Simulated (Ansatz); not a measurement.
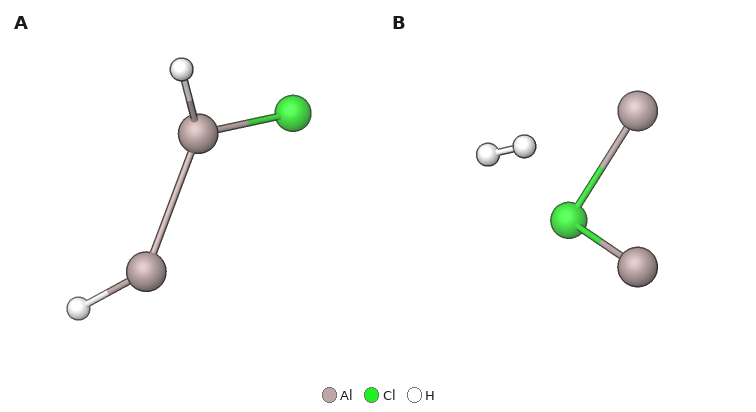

2 stationary structures of one formula. State: neutral, doublet. Geometries: PBE0-D4/def2-TZVP. Electronic energies: PBE-D4/def2-TZVPP (Ansatz 0.2.0), without zero-point energy. No frequency run is at hand to confirm each as a minimum.

Question: Rank them by energy, lowest first.

Answer: A is lowest (C1); B lies 42.9 kJ/mol above it (Cs).
